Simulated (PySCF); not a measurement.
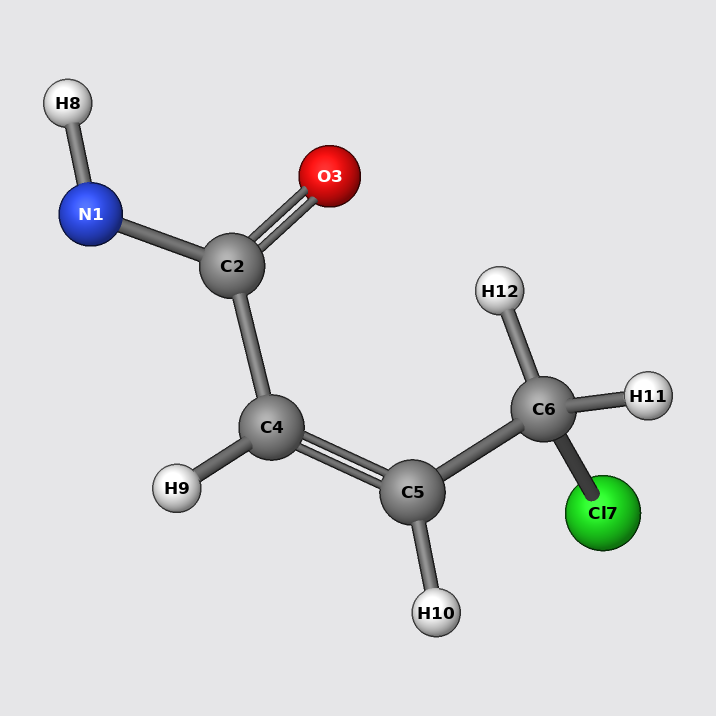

The questions are on Mulliken spin populations. State: neutral, doublet. Computed geometry: GFN2-xTB optimisation. No frequency run is at hand to confirm it as a minimum. Method: UKS B3LYP, pcH-1 on C Cl H N O, non-relativistic (PySCF 2.14.0).

### Which atom carries the largest spin population?

O3 (0.55 e).

### Which atom has the lowest spin population?

C2 (−0.06 e); a negative value comes from spin polarisation.

List the Mulliken spin populations.

```tsv
atom	value (e)
N1	0.43
C2	−0.06
O3	0.55
C4	0.03
C5	−0.02
C6	0.06
Cl7	0.02
H8	0.00
H9	0.00
H10	0.01
H11	0.00
H12	−0.01
```

Mulliken values depend strongly on the basis set.
